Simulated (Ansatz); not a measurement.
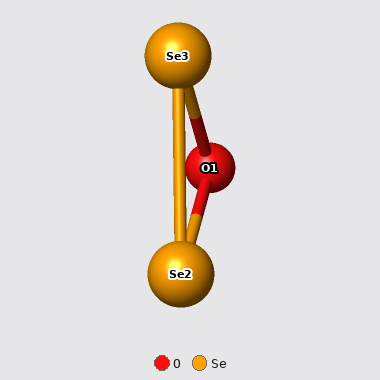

The system is OSe₂ (SMILES o1[se][se]1) with the probe H2O; the picture shows it without the atoms that are moved over the map. The probe is moved over a plane parallel to the molecule's main plane, 1.70 Å above it. First axis: x of the probe's H atom. Second axis: y of the probe's H atom. Nothing is relaxed (molecule and probe rigid, the probe upright with H nearest the plane). The scan uses an 11 × 11 grid. Points are written as (first, second). All energies are given in kcal/mol relative to the lowest grid point. The calculation used RHF/def2-SVPD (Ansatz 0.2.0).

Range: x of the probe's H atom from −2.55 to 2.55 Å; y of the probe's H atom from −2.55 to 2.55 Å.

> Predict the map.

The lowest grid point is at (0.00 Å, 2.55 Å). The energy also falls towards the edge at (−2.55 Å, −2.55 Å) (3.9 kcal/mol above the lowest) and (2.55 Å, −2.55 Å) (4.3 kcal/mol above the lowest), where a further well may lie outside the range. The highest grid point, (1.02 Å, −0.51 Å), lies 35.2 kcal/mol above the lowest.

| y of the probe's H atom ↓, x of the probe's H atom → | −2.55 | −2.04 | −1.53 | −1.02 | −0.51 | 0.00 | 0.51 | 1.02 | 1.53 | 2.04 | 2.55 |
| --- | --- | --- | --- | --- | --- | --- | --- | --- | --- | --- | --- |
| 2.55 | 1.2 | 1.0 | 0.6 | 0.3 | 0.0 | 0.0 | 0.3 | 0.9 | 1.6 | 2.1 | 2.3 |
| 2.04 | 1.6 | 1.5 | 1.2 | 0.7 | 0.3 | 0.1 | 0.5 | 1.3 | 2.2 | 2.7 | 2.8 |
| 1.53 | 2.6 | 3.2 | 3.5 | 3.1 | 2.1 | 1.6 | 2.2 | 3.6 | 4.4 | 4.4 | 3.9 |
| 1.02 | 4.6 | 7.0 | 8.9 | 9.0 | 7.4 | 6.3 | 7.6 | 9.5 | 9.7 | 8.0 | 5.8 |
| 0.51 | 7.7 | 13.0 | 17.8 | 19.1 | 16.7 | 15.2 | 17.4 | 20.0 | 18.5 | 13.5 | 8.4 |
| 0.00 | 10.8 | 19.1 | 27.1 | 29.6 | 26.3 | 24.2 | 27.7 | 31.1 | 27.4 | 18.7 | 10.7 |
| −0.51 | 12.1 | 21.8 | 31.0 | 33.6 | 29.5 | 27.1 | 31.2 | 35.2 | 30.8 | 20.7 | 11.6 |
| −1.02 | 10.9 | 19.2 | 26.6 | 28.2 | 24.7 | 22.7 | 26.0 | 29.4 | 26.4 | 18.3 | 10.6 |
| −1.53 | 8.1 | 13.5 | 18.0 | 18.8 | 16.6 | 15.4 | 17.3 | 19.5 | 18.1 | 13.3 | 8.3 |
| −2.04 | 5.5 | 8.3 | 10.5 | 10.9 | 9.9 | 9.3 | 10.2 | 11.3 | 10.8 | 8.6 | 6.0 |
| −2.55 | 3.9 | 5.1 | 6.0 | 6.2 | 5.9 | 5.7 | 6.0 | 6.5 | 6.3 | 5.4 | 4.3 |

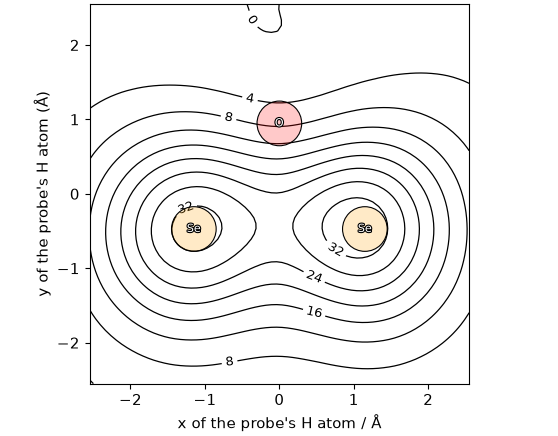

The picture shows contour lines labelled in kcal/mol, labelled circles for the molecule's atoms, projected on the plane. Between grid points the surface is interpolated.

The whole map (121 points run) took 9.8 min on 1 thread of Intel(R) Xeon(R) 6975P-C (Granite Rapids), with other jobs on the host.
